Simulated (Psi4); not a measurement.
# SiCNCl2F (SMILES N#C[Si](F)(Cl)Cl) at B2PLYP/cc-pVDZ (density fitting for correlation)

What is the energy change on altering one bond length of SiCNCl2F at B2PLYP/cc-pVDZ (density fitting for correlation)? 

The results are computed with Psi4 1.11.

4 further runs of the same task are left out: 1 that didn't finish, 3 set aside as unsound or not needed. Runs told in other sessions of the task aren't counted.

## 1. Starting point

The species is SiCNCl2F (6 atoms), meant as a singlet with charge 0. As SMILES, `N#C[Si](F)(Cl)Cl`. The shape is that of a PBE0-D4/def2-TZVP optimisation.

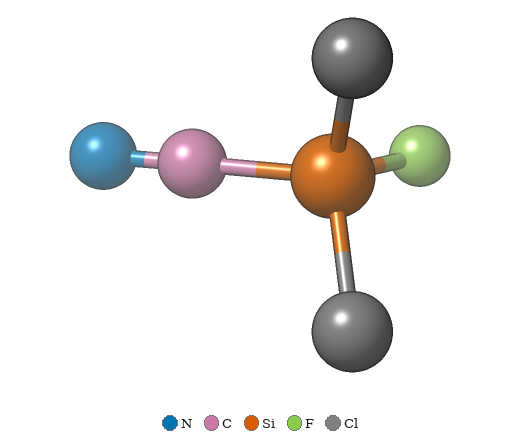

Viewed from a chosen angle; nitrogen blue, carbon pink, silicon orange, fluorine green, chlorine grey.

## 2. The energy at B2PLYP/cc-pVDZ (density fitting for correlation)

Input file input.json:

```json
{
 "schema_name": "qcschema_input",
 "schema_version": 1,
 "molecule": {
  "schema_name": "qcschema_molecule",
  "schema_version": 2,
  "symbols": ["N", "C", "Si", "F", "Cl", "Cl"],
  "geometry": [3.31193401, -2.57191726, 2.10553285, 1.74440619, -1.44242795, 1.10719054, -0.72168641, 0.3974094, -0.4712977, -2.78073199, -1.51537138, -1.43392418, 0.79916518, 2.22439662, -3.4251286, -2.2735295, 2.78677912, 2.03013278],
  "molecular_charge": 0,
  "molecular_multiplicity": 1,
  "fix_symmetry": "c1"
 },
 "driver": "energy",
 "model": {
  "method": "b2plyp",
  "basis": "cc-pVDZ"
 },
 "keywords": {
  "reference": "rks",
  "puream": true,
  "e_convergence": 1e-09,
  "d_convergence": 1e-08,
  "scf_type": "pk",
  "dft_radial_points": 99,
  "dft_spherical_points": 590,
  "num_frozen_docc": 18
 }
}
```

Run with:

```
psi4 --qcschema input.json -n 1 --memory 2200MB
```

stdout (excerpt; [...] marks lines left out):

```text
[...]
  Running in c1 symmetry.
[...]
  Nuclear repulsion =  414.637220101123148
[...]
  Multiplicity = 1
[...]
  Nalpha       = 35
  Nbeta        = 35
[...]
    Number of basis functions: 96
[...]
   @RKS iter   1: -1401.80566370718111   -4.38899e-01   5.06825e-03 DIIS/ADIIS
[...]
   @RKS iter  11: -1401.91295460825495   -1.75078e-11   8.34579e-09 DIIS
[...]
    Orbital Energies [Eh]
    ---------------------
    Doubly Occupied:
       1A   -102.959679     2A   -102.959662     3A    -67.424351
       4A    -25.413544     5A    -14.897431     6A    -10.680315
       7A     -9.959496     8A     -9.959469     9A     -7.597659
      10A     -7.597640    11A     -7.592700    12A     -7.592681
      13A     -7.592646    14A     -7.592626    15A     -5.802582
      16A     -4.058179    17A     -4.057249    18A     -4.056032
      19A     -1.415900    20A     -1.071975    21A     -1.010482
      22A     -0.982688    23A     -0.723120    24A     -0.634963
      25A     -0.593077    26A     -0.589068    27A     -0.538878
      28A     -0.505405    29A     -0.476633    30A     -0.453067
      31A     -0.443776    32A     -0.443131    33A     -0.425231
      34A     -0.422960    35A     -0.415000
[...]
  @RKS Final Energy: -1401.91295460825495
   => Energetics <=
    Nuclear Repulsion Energy =            414.6372201011231482
    One-Electron Energy =               -2761.0095523135373696
    Two-Electron Energy =                 992.3256602139937286
    DFT Exchange-Correlation Energy =     -47.8662826098343714
    Empirical Dispersion Energy =           0.0000000000000000
    VV10 Nonlocal Energy =                  0.0000000000000000
    Total Energy =                      -1401.9129546082549496
[...]
 Multipole Moments:
 ------------------------------------------------------------------------------------
     Multipole            Electronic (a.u.)      Nuclear  (a.u.)        Total (a.u.)
 ------------------------------------------------------------------------------------
 L = 1.  Multiply by 2.5417464519 to convert [e a0] to [Debye]
 Dipole X            :         -1.9343576            1.5047054           -0.4296522
 Dipole Y            :          1.2155366           -0.5990593            0.6164774
 Dipole Z            :         -1.2141352            0.9091388           -0.3049965
 Magnitude           :                                                    0.8109674
[...]
```

The result, in JSON:

```text
{
 "driver": "energy",
 "model": {
  "method": "b2plyp",
  "basis": "cc-pVDZ"
 },
 "success": true,
 "return_result": -1402.1837123516393,
 "properties": {
  "calcinfo_nbasis": 96,
  "calcinfo_nmo": 96,
  "calcinfo_nalpha": 35,
  "calcinfo_nbeta": 35,
  "calcinfo_natom": 6,
  "nuclear_repulsion_energy": 414.63722010112315,
  "return_energy": -1402.1837123516393,
  "scf_one_electron_energy": -2761.0095523135374,
  "scf_two_electron_energy": 992.3256602139937,
  "scf_xc_energy": -47.86628260983437,
  "scf_dipole_moment": [-0.42965217529916, 0.6164773640080017, -0.3049964779101084],
  "scf_total_energy": -1401.912954608255,
  "scf_iterations": 11
 }
}
```

Wall time 43 s (1 thread of Intel Xeon Platinum 8259CL at 2.50GHz (Skylake/Cascade Lake), shared host); peak memory 1.2 GiB.

## 3. The distorted shape

Input file ccl2fnsi.json:

```json
{
 "schema_name": "qcschema_input",
 "schema_version": 1,
 "molecule": {
  "schema_name": "qcschema_molecule",
  "schema_version": 2,
  "symbols": ["N", "C", "Si", "F", "Cl", "Cl"],
  "geometry": [2.09528297, -4.03346923, 4.4685371, 0.52775515, -2.90397993, 3.47019479, -1.93833744, -1.06414258, 1.89170656, -3.99738302, -2.97692336, 0.92908007, 0.79916518, 2.22439662, -3.4251286, -3.49018053, 1.32522714, 4.39313703],
  "molecular_charge": 0,
  "molecular_multiplicity": 1,
  "fix_symmetry": "c1"
 },
 "driver": "energy",
 "model": {
  "method": "b2plyp",
  "basis": "cc-pVDZ"
 },
 "keywords": {
  "puream": true,
  "e_convergence": 1e-09,
  "d_convergence": 1e-08,
  "scf_type": "pk",
  "dft_radial_points": 99,
  "dft_spherical_points": 590,
  "num_frozen_docc": 18
 }
}
```

Run with:

```
psi4 --qcschema ccl2fnsi.json -n 1 --memory 2200MB
```

stdout (excerpt; [...] marks lines left out):

```text
[...]
  Running in c1 symmetry.
[...]
  Nuclear repulsion =  354.778717279089847
[...]
  Multiplicity = 1
[...]
  Nalpha       = 35
  Nbeta        = 35
[...]
    Number of basis functions: 96
[...]
   @RKS iter   1: -1401.50307631425289   -6.84569e-01   6.13340e-03 ADIIS/DIIS
[...]
   @RKS iter  16: -1401.74299289125429   -8.18545e-12   6.57933e-09 DIIS
[...]
    Orbital Energies [Eh]
    ---------------------
    Doubly Occupied:
       1A   -103.008574     2A   -102.890479     3A    -67.482522
       4A    -25.461030     5A    -14.937577     6A    -10.721501
       7A    -10.007361     8A     -9.880298     9A     -7.645795
      10A     -7.640507    11A     -7.640124    12A     -7.520544
      13A     -7.513207    14A     -7.513203    15A     -5.857001
      16A     -4.112172    17A     -4.111676    18A     -4.109942
      19A     -1.458931    20A     -1.108537    21A     -1.039028
      22A     -0.852485    23A     -0.764029    24A     -0.672029
      25A     -0.630789    26A     -0.621875    27A     -0.564661
      28A     -0.507320    29A     -0.491951    30A     -0.482027
      31A     -0.466314    32A     -0.459339    33A     -0.335147
      34A     -0.335118    35A     -0.331457
[...]
  @RKS Final Energy: -1401.74299289125429
   => Energetics <=
    Nuclear Repulsion Energy =            354.7787172790898467
    One-Electron Energy =               -2640.5456603328175333
    Two-Electron Energy =                 931.7950850165887005
    DFT Exchange-Correlation Energy =     -47.7711348541155090
    Empirical Dispersion Energy =           0.0000000000000000
    VV10 Nonlocal Energy =                  0.0000000000000000
    Total Energy =                      -1401.7429928912542891
[...]
 Multipole Moments:
 ------------------------------------------------------------------------------------
     Multipole            Electronic (a.u.)      Nuclear  (a.u.)        Total (a.u.)
 ------------------------------------------------------------------------------------
 L = 1.  Multiply by 2.5417464519 to convert [e a0] to [Debye]
 Dipole X            :         -2.5440455            1.3493778           -1.1946676
 Dipole Y            :          0.4067118           -0.7856529           -0.3789411
 Dipole Z            :          0.3164989            1.2108191            1.5273180
 Magnitude           :                                                    1.9757347
[...]
```

The result, in JSON:

```text
{
 "driver": "energy",
 "model": {
  "method": "b2plyp",
  "basis": "cc-pVDZ"
 },
 "success": true,
 "return_result": -1402.0278615728823,
 "properties": {
  "calcinfo_nbasis": 96,
  "calcinfo_nmo": 96,
  "calcinfo_nalpha": 35,
  "calcinfo_nbeta": 35,
  "calcinfo_natom": 6,
  "nuclear_repulsion_energy": 354.77871727908985,
  "return_energy": -1402.0278615728823,
  "scf_one_electron_energy": -2640.5456603328175,
  "scf_two_electron_energy": 931.7950850165887,
  "scf_xc_energy": -47.77113485411551,
  "scf_dipole_moment": [-1.1946676458740928, -0.3789410870481449, 1.5273180205916486],
  "scf_total_energy": -1401.7429928912543,
  "scf_iterations": 16
 }
}
```

Wall time 44 s (1 thread of Intel Xeon Platinum 8259CL at 2.50GHz (Skylake/Cascade Lake), shared host); peak memory 1.1 GiB.

## 4. Results

At B2PLYP/cc-pVDZ (density fitting for correlation), 18 core orbitals frozen:

| quantity | value |
| --- | --- |
| first shape: total energy | -1402.18371 Eh |
| first shape: HOMO energy (SCF part's orbitals) | -11.29 eV |
| first shape: LUMO energy (SCF part's orbitals) | 0.24 eV |
| first shape: HOMO–LUMO gap (SCF part's orbitals) | 11.53 eV |
| distorted shape: total energy | -1402.02786 Eh |
| distorted shape: HOMO energy (SCF part's orbitals) | -9.02 eV |
| distorted shape: LUMO energy (SCF part's orbitals) | -4.84 eV |
| distorted shape: HOMO–LUMO gap (SCF part's orbitals) | 4.18 eV |
| energy change with the Si3–Cl5 bond stretched from 2.006 to 3.611 Å | 4.241 eV |

**Reading.** With the Si3–Cl5 bond stretched from 2.006 to 3.611 Å the energy rises by 4.24 eV (98 kcal/mol). The first shape isn't relaxed at this level, so the change isn't measured from a minimum. A restricted reference can't describe the breaking bond well at this length.
